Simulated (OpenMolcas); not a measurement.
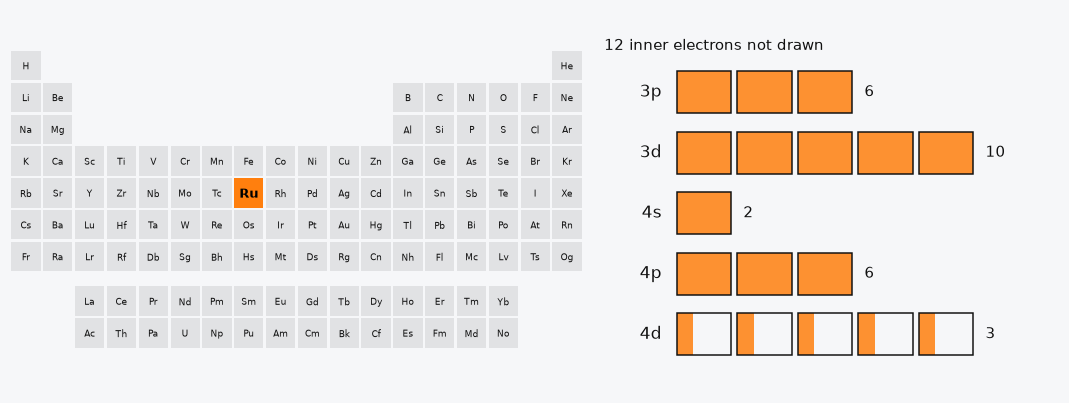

Figure 1. Left, the place of ruthenium in the periodic table; right, the outer shells of the leading configuration of the lowest level: a box for each of the 2l + 1 orbitals, shaded by the share of the shell that is filled, with the electron count at the right.

## Run report: Ru⁵⁺ complex, multiconfigurational calculation

System: Ru⁵⁺ with 6 ligands (O; octahedron, 1.84 Å), neutralised by 6 outer point charges of +1.2 e, whose field is part of the energies.
Method: state-averaged SS-CASPT2, IPEA shift 0.25, imaginary shift 0.1 hartree, closed shells 4s 4p of the metal and the valence shells of the ligands correlated, active space 3 electrons in the shell 4d, basis ANO-RCC-VTZP on the metal and ANO-RCC-VDZP on the ligands, DKH2 scalar Hamiltonian, spin-orbit coupling by RASSI with atomic mean-field integrals (OpenMolcas).

**Summary**

```
                                 quantity                                                                 value
                                  outcome                                                             converged
      energy of the lowest spin-free term                                                   −4981.19031 hartree
    energy of the lowest spin-orbit level                                                   −4981.19114 hartree
                CASPT2 correlation energy                                                       −2.0324 hartree
largest spread among components of a term                                                            159.6 cm⁻¹
                  lowest reference weight                                                                 0.565
                                 hardware  1 thread of Arm Neoverse V2, 24 GiB of memory available, shared host
                                wall time                                                               2.9 min
                              peak memory                                                               0.4 GiB
```

**Remarks**

The components of ²E, which symmetry makes degenerate, are split by 160 cm⁻¹ in CASPT2, and those of 4 more by over 50 cm⁻¹. This is an artefact; the levels of such states rest on averages and are uncertain by about as much. Limits: covalent bonds, ligand orbitals missing from the active space; bare point charges leave oxide and sulfide ligands too diffuse, field too small; distances are set from ionic radii, not optimised.

**Input**
```
&GATEWAY
Coord
7

Ru 0.0 0.0 0.0
O 1.840000 0.000000 0.000000
O 0.000000 1.840000 0.000000
O -1.840000 0.000000 0.000000
O 0.000000 -1.840000 0.000000
O 0.000000 0.000000 1.840000
O 0.000000 0.000000 -1.840000
Basis=Ru.ANO-RCC-VTZP,O.ANO-RCC-VDZP
Group=XYZ
NoMove
AngMom=0.0 0.0 0.0
AMFI
RICD
XField
3 Angstrom 0
4.440000 0.000000 0.000000 1.166667
0.000000 4.440000 0.000000 1.166667
0.000000 0.000000 4.440000 1.166667
&SEWARD
&RASSCF
FileOrb=start.orb
Symmetry=1
Spin=4
nActEl=3 0 0
Inactive=24 24
Ras2=5 0
CIRoot=10 10 1
SDav=10
CIMx=300
Iter=150 100
PrWF=0.3
OrbListing=Nothing
MaxOrb=0
LevShft=1.0
>>> COPY $Project.JobIph JOB001
&RASSCF
FileOrb=start.orb
Symmetry=1
Spin=2
nActEl=3 0 0
Inactive=24 24
Ras2=5 0
CIRoot=40 40 1
SDav=40
CIMx=300
Iter=150 100
PrWF=0.3
OrbListing=Nothing
MaxOrb=0
LevShft=1.0
>>> COPY $Project.JobIph JOB002
&RASSI
NrOfJobIphs=2 10 40
1 2 3 4 5 6 7 8 9 10
1 2 3 4 5 6 7 8 9 10 11 12 13 14 15 16 17 18 19 20 21 22 23 24 25 26 27
28 29 30 31 32 33 34 35 36 37 38 39 40
IphNames
JOB001
JOB002
EJob
SpinOrbit
DIPRint=1.0
SOCoupling=1000.0
Subsets=2
Property=9
'ANGMOM' 1 'ANGMOM' 2 'ANGMOM' 3 'MLTPL  1' 1 'MLTPL  1' 2 'MLTPL  1' 3
'AMFI' 1 'AMFI' 2 'AMFI' 3
SOProperty=3
'ANGMOM' 1 'ANGMOM' 2 'ANGMOM' 3
>>> COPY JOB001 $Project.JobIph
&CASPT2
Multistate=10 1 2 3 4 5 6 7 8 9 10
NoMult
Frozen=11 9
IPEA=0.25
Imaginary=0.1
MaxIter=60
WThr=0.0 0.3 0.05
PrWF=0.5
NoMix
>>> COPY JOB002 $Project.JobIph
&CASPT2
Multistate=40 1 2 3 4 5 6 7 8 9 10 11 12 13 14 15 16 17 18 19 20 21 22
23 24 25 26 27 28 29 30 31 32 33 34 35 36 37 38 39 40
NoMult
Frozen=11 9
IPEA=0.25
Imaginary=0.1
MaxIter=60
WThr=0.0 0.3 0.05
PrWF=0.5
NoMix
```

The file start.orb holds starting orbitals from an earlier step. A driver script formed the levels outside the program, from RASSI's spin-orbit matrix and the CASPT2 energies (for multi-state variants, the effective Hamiltonian), averaged over the components of each term or state. The log and the time are those of the CASPT2 step.

Run as:
```bash
OMP_NUM_THREADS=1 MOLCAS_MEM=2457 MOLCAS_PROJECT=a pymolcas a.inp > a.log  # once for each step of the input, in one work folder
```

**The program's output (extracts)**
```
--- CASPT2 ---
Orbital specifications:
      -----------------------

      Symmetry species                           1   2
                                                ag  au
      Frozen orbitals                           11   9
      Inactive orbitals                         13  15
      Active orbitals                            5   0
      Secondary orbitals                        49  50
      Deleted orbitals                           0   0
      Number of basis functions                 78  74
Type of calculation                        SS-CASPT2
      Fock operator                              state-specific
      IPEA shift                                 0.25
      Real shift                                 0.00
      Imaginary shift                            0.10
      The input orbitals will be transformed to quasi-canonical
Reference energy:       -4979.1579383049
      E2 (Non-variational):      -2.0291956837
      Shift correction:          -0.0031774116
      E2 (Variational):          -2.0323730953
      Total energy:           -4981.1903114002
      Residual norm:              0.0000006206
      Reference weight:           0.59732
      Contributions to the CASPT2 correlation energy
      Active & Virtual Only:         -0.0134517263
      One Inactive Excited:          -0.2536094432
      Two Inactive Excited:          -1.7621345143
Reference energy:       -4979.0061618160
      E2 (Non-variational):      -2.0416979280
      Shift correction:          -0.0033660330
      E2 (Variational):          -2.0450639610
      Total energy:           -4981.0512257769
      Residual norm:              0.0000003746
      Reference weight:           0.58974
      Contributions to the CASPT2 correlation energy
      Active & Virtual Only:         -0.0127000324
      One Inactive Excited:          -0.2572502222
      Two Inactive Excited:          -1.7717476733
::    CASPT2 Root  1     Total energy:  -4981.19031140
::    CASPT2 Root  2     Total energy:  -4981.05122578
::    CASPT2 Root  3     Total energy:  -4981.05119704
::    CASPT2 Root  4     Total energy:  -4981.05136563
::    CASPT2 Root  5     Total energy:  -4981.03234076
::    CASPT2 Root  6     Total energy:  -4981.03233836
::    CASPT2 Root  7     Total energy:  -4981.03234016
::    CASPT2 Root  8     Total energy:  -4980.90281851
::    CASPT2 Root  9     Total energy:  -4980.90278705
::    CASPT2 Root 10     Total energy:  -4980.90231311
--- CASPT2 ---
Orbital specifications:
      -----------------------

      Symmetry species                           1   2
                                                ag  au
      Frozen orbitals                           11   9
      Inactive orbitals                         13  15
      Active orbitals                            5   0
      Secondary orbitals                        49  50
      Deleted orbitals                           0   0
      Number of basis functions                 78  74
Type of calculation                        SS-CASPT2
      Fock operator                              state-specific
      IPEA shift                                 0.25
      Real shift                                 0.00
      Imaginary shift                            0.10
      The input orbitals will be transformed to quasi-canonical
Reference energy:       -4979.0961622040
      E2 (Non-variational):      -2.0528934615
      Shift correction:          -0.0032456214
      E2 (Variational):          -2.0561390829
      Total energy:           -4981.1523012870
      Residual norm:              0.0000004364
      Reference weight:           0.59332
      Contributions to the CASPT2 correlation energy
      Active & Virtual Only:         -0.0178077012
      One Inactive Excited:          -0.2580185570
      Two Inactive Excited:          -1.7770672033
Reference energy:       -4979.0961621966
      E2 (Non-variational):      -2.0532314615
      Shift correction:          -0.0032451899
      E2 (Variational):          -2.0564766514
      Total energy:           -4981.1526388481
      Residual norm:              0.0000004387
      Reference weight:           0.59327
      Contributions to the CASPT2 correlation energy
      Active & Virtual Only:         -0.0178053153
      One Inactive Excited:          -0.2583589571
      Two Inactive Excited:          -1.7770671891
::    CASPT2 Root  1     Total energy:  -4981.15230129
::    CASPT2 Root  2     Total energy:  -4981.15263885
::    CASPT2 Root  3     Total energy:  -4981.15517491
::    CASPT2 Root  4     Total energy:  -4981.15517211
::    CASPT2 Root  5     Total energy:  -4981.15510486
::    CASPT2 Root  6     Total energy:  -4981.12716588
::    CASPT2 Root  7     Total energy:  -4981.12716607
::    CASPT2 Root  8     Total energy:  -4981.12716744
::    CASPT2 Root  9     Total energy:  -4981.03473729
::    CASPT2 Root 10     Total energy:  -4981.03474813
::    CASPT2 Root 11     Total energy:  -4981.03475295
::    CASPT2 Root 12     Total energy:  -4981.03857034
::    CASPT2 Root 13     Total energy:  -4981.02885118
::    CASPT2 Root 14     Total energy:  -4981.02851007
::    CASPT2 Root 15     Total energy:  -4981.02814458
::    CASPT2 Root 16     Total energy:  -4981.02693298
::    CASPT2 Root 17     Total energy:  -4981.02766008
::    CASPT2 Root 18     Total energy:  -4981.02215771
::    CASPT2 Root 19     Total energy:  -4981.02213382
::    CASPT2 Root 20     Total energy:  -4981.02219198
::    CASPT2 Root 21     Total energy:  -4981.00583968
::    CASPT2 Root 22     Total energy:  -4981.00597672
::    CASPT2 Root 23     Total energy:  -4981.00620931
::    CASPT2 Root 24     Total energy:  -4981.01548709
::    CASPT2 Root 25     Total energy:  -4980.97400121
::    CASPT2 Root 26     Total energy:  -4980.97382557
::    CASPT2 Root 27     Total energy:  -4980.89774421
::    CASPT2 Root 28     Total energy:  -4980.89774391
::    CASPT2 Root 29     Total energy:  -4980.89774218
::    CASPT2 Root 30     Total energy:  -4980.90016729
```

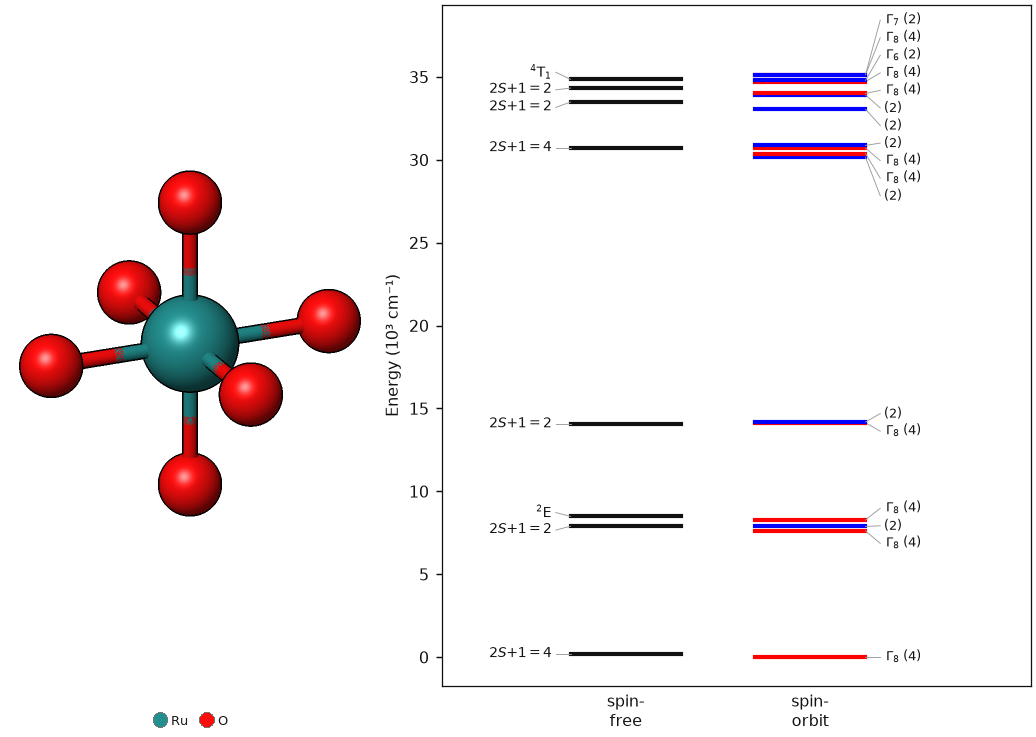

Figure 2. Ru⁵⁺ (4d³) with 6 ligands, O²⁻, at 1.84 Å (arrangement: octahedron, Oh), neutralised by outer point charges of +1.2 e, and its levels. Labels give the representation in O, Td, D4 or D3 as the site allows (double group for half-integer spin) where it could be assigned and, in brackets, the degeneracy; spin-free states, where drawn, share the zero of the spin-orbit levels. The ground level is Γ₈, 4-fold degenerate, 99 % from states of spin multiplicity 4. The next level lies at 7,610 cm⁻¹ (Γ₈).
